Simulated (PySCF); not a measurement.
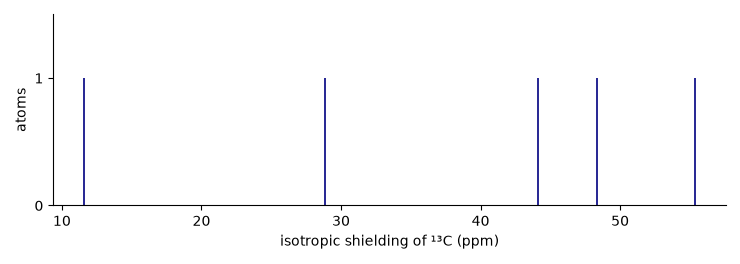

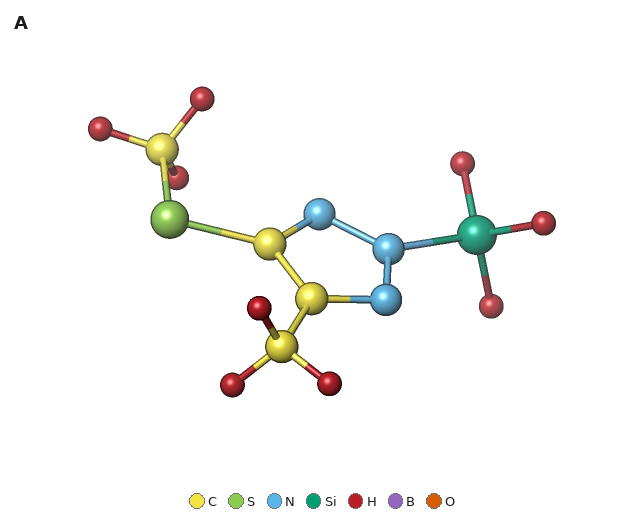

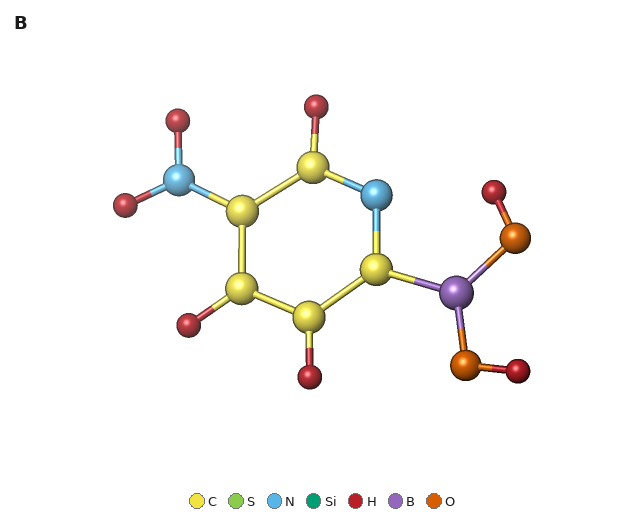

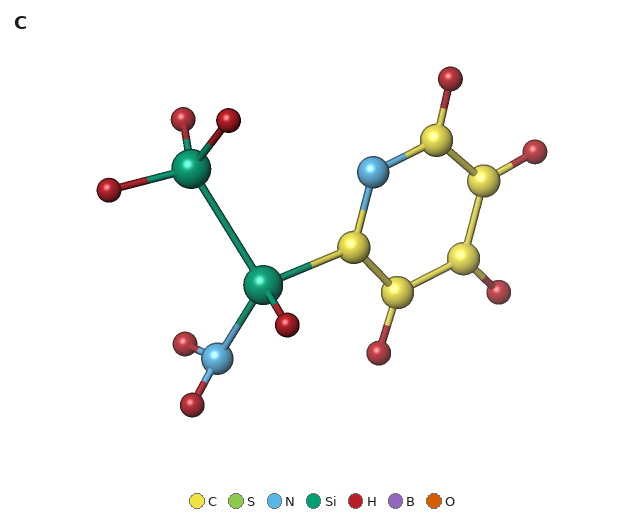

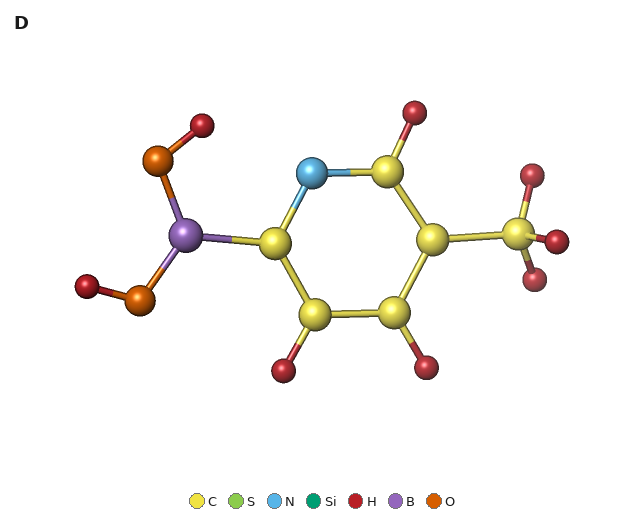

The sticks are computed shieldings of one of the molecules, for one fixed geometry (PBE0-D3(BJ)/def2-SVP) without averaging over rotations. Low shielding means a high chemical shift. Method: GIAO PBE0/pcSseg-1 NMR shielding, non-relativistic, IEF-PCM cyclohexane (PySCF 2.14.0).

### Which molecule gives this pattern?

C, `N[Si@H]([SiH3])c1ccccn1`. Its 5 C atoms give lines at 11.6, 28.8, 44.1, 48.3, 55.4 ppm.
